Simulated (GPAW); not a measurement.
# Ti2C(OH)2 MXene monolayer: simulated STM images, part 2 of 2

What would a tunnelling microscope show on Ti2C(OH)2 MXene monolayer?

GPAW 26.7.0; GPAW, PAW setups; layer in a repeated cell with vacuum, relaxation of atoms and in-plane cell (the session's first sound run).

So far. Step 2 (Relaxation): The relaxation lowered the energy of the cell by 0.403 eV (energies extrapolated to zero smearing; the optimiser's log prints free energies). The largest force left on a free atom is 0.0048 eV/Å.

## Step 3: Plane waves, PBE (continued)

Level of this step: GPAW, PAW setups; slab in vacuum (GPAW).

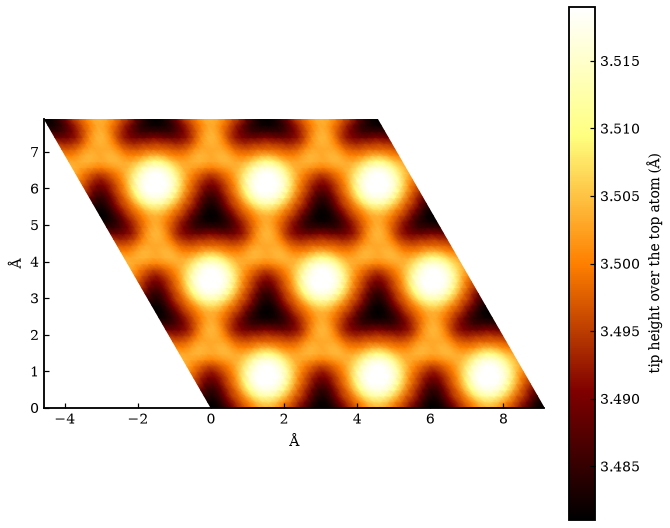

Tip height over the top atom over a1 and a2. Sample bias 1 V, constant current at the mean current 3.5 Å over the top atom. The cell is repeated, with its origin at the lower left corner.

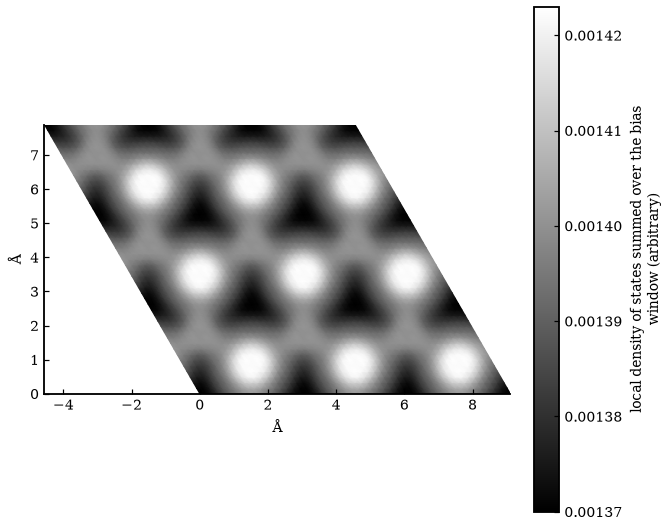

Local density of states summed over the bias window over a1 and a2. Sample bias 1 V, constant height 3.5 Å over the top atom. The cell is repeated, with its origin at the lower left corner.

Force by atom:

```tsv
atom	x (eV/Å)	y (eV/Å)	z (eV/Å)	size
H1	0.0000	0.0000	-0.0998	0.0998
O2	0.0000	0.0000	0.0769	0.0769
Ti3	0.0000	0.0000	-0.0240	0.0240
C4	0.0000	0.0000	0.0000	0.0000
Ti5	0.0000	0.0000	0.0240	0.0240
O6	0.0000	0.0000	-0.0769	0.0769
H7	0.0000	0.0000	0.0998	0.0998
```

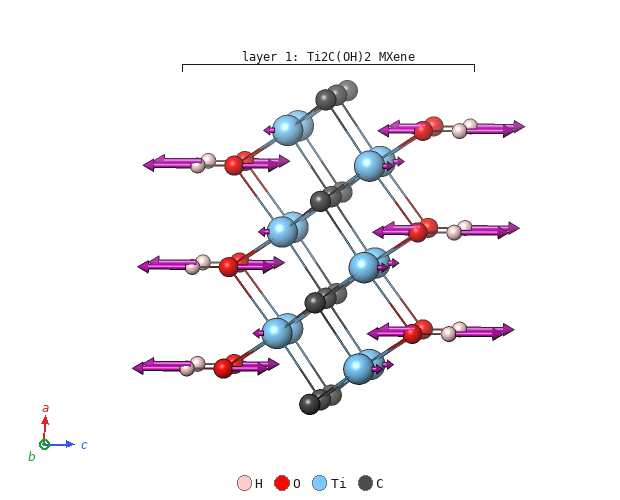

Force as arrows, the longest 0.0998 eV/Å. 3×2×1 cells are drawn. Some periodic images of atoms are drawn too.

The potential is flat to 6.4e-4 eV/Å where it is read, so the vacuum is wide enough.

## Step 4: A changed run

One more run, with changed settings.

Contents of run.py:

```python
import json
import numpy as np
from ase import Atoms
from gpaw import GPAW

slab = Atoms(
    ['H', 'O', 'Ti', 'C', 'Ti', 'O', 'H'],
    positions=[
        [0.00000, 1.75328, 9.00000],
        [0.00000, 1.75328, 9.97489],
        [1.51839, 0.87664, 11.25212],
        [-0.00000, -0.00000, 12.41420],
        [0.00000, 1.75328, 13.57628],
        [1.51839, 0.87664, 14.85351],
        [1.51839, 0.87664, 15.82840]],
    cell=[[3.03678, 0.0, 0.0], [-1.51839, 2.62993, 0.0], [0.0, 0.0, 24.8284]],
    pbc=[True, True, False])

slab.calc = GPAW(mode='fd', h=0.4, xc='PBE', kpts={'size': (12, 12, 1), 'gamma': True},
                 occupations={'name': 'fermi-dirac', 'width': 0.05}, nbands='160%',
                 convergence={'density': 1e-05}, maxiter=50,
                 poissonsolver={'dipolelayer': 'xy'},
                 symmetry={'tolerance': 1e-3}, txt='slab.txt')
result = {}
energy = slab.get_potential_energy()
fermi = slab.calc.get_fermi_level()
v = slab.calc.get_electrostatic_potential().mean((0, 1)) - fermi
n = slab.calc.get_pseudo_density().mean((0, 1))
L = slab.cell[2, 2]
z = np.arange(len(v)) * L / len(v)
low, high = slab.positions[:, 2].min(), slab.positions[:, 2].max()
below, above = np.interp([low - 6.8, high + 6.8], z, v)
slopes = [np.interp(x, z, np.gradient(v, z)) for x in (low - 6.8, high + 6.8)]
eps = np.array([[slab.calc.get_eigenvalues(k, s) for k in range(len(slab.calc.get_ibz_k_points()))]
                for s in range(slab.calc.get_number_of_spins())]) - fermi
top, bottom = eps[eps < 0].max(), eps[eps > 0].min()
dipole = slab.get_dipole_moment()[2]
print(f'energy {energy:.4f} eV, Fermi level {fermi:.4f} eV, dipole {dipole:.5f} e A')
print(f'potential 6.8 A off the faces, from the Fermi level: lower {below:.4f} eV, upper {above:.4f} eV')
print(f'slope of the potential there: lower {slopes[0]:.5f}, upper {slopes[1]:.5f} eV/A')
print(f'nearest levels on the mesh: {top:.4f} and {bottom:.4f} eV')
print('magnetic moment', round(slab.get_magnetic_moment(), 3))
result.update(energy=energy, fermi=fermi, dipole=dipole, below=below, above=above, slopes=slopes, edges=[top, bottom],
              z=z.tolist(), v=v.tolist(), n=n.tolist(), positions=slab.positions.tolist(),
              forces=slab.get_forces(apply_constraint=False).tolist(), moments=slab.get_magnetic_moments().tolist())
json.dump(result, open('result.json', 'w'))
```

Run with:

```bash
$ OMP_NUM_THREADS=1 OPENBLAS_NUM_THREADS=1 python run.py
```

The program printed:

```text
energy -326.1993 eV, Fermi level -2.2450 eV, dipole -0.00000 e A
potential 6.8 A off the faces, from the Fermi level: lower 2.2447 eV, upper 2.2447 eV
slope of the potential there: lower -0.00061, upper 0.00061 eV/A
nearest levels on the mesh: -0.0248 and 0.0559 eV
magnetic moment 0.0
```

Wall time 32 s (1 thread of Intel Xeon 6975P-C (Granite Rapids), shared host); peak memory 0.19 GiB.

The run finished. A setting was moved off its sound value on purpose, so it serves as a test and not as the result.

The fault put into the input: a grid far too coarse (mode = "fd" and h = 0.4).

Side by side:

```tsv
quantity	this run	sound run	difference
upper work function (eV)	2.2447	2.0146	0.230
lower work function (eV)	2.2447	2.0146	0.230
```

One result that differs is the upper work function, 2.24 eV against 2.01 eV.

## Step 5: Summary of results

| Property | Result |
| --- | --- |
| work function, both faces | 2.01 eV |
| dipole along the normal | 7.4e-6 e Å, near the numerical noise |
| corrugation at -1 V | 0.0342 Å |
| corrugation at 1 V | 0.0380 Å |

**Reading.** In GPAW's constant-current maps the tip height varies by under 0.05 Å at every bias shown (0.038 Å at most), which is near the numerical ripple of the maps: an s-wave tip would see an almost flat surface. Negative sample bias images filled states, positive bias empty ones. The images are of Tersoff-Hamann type: an s-wave tip, no tip-sample forces, heights closer than in a microscope. The runs had no spin polarisation, so a magnetic state, which thin layers of d-metal atoms can have, wasn't tested. The layer's cell and atoms come from the relaxation; spin-orbit coupling and temperature are left out.

[Logs are printed without paths, hosts, clocks, repeated set-up lines and the standing remarks that a program may print on its own settings, such as how far it seeks lower states.]

[Hosts, paths, dates, database ids (printed as entryN), source tags and the programs' standing remarks are cut or masked in the printed files.]
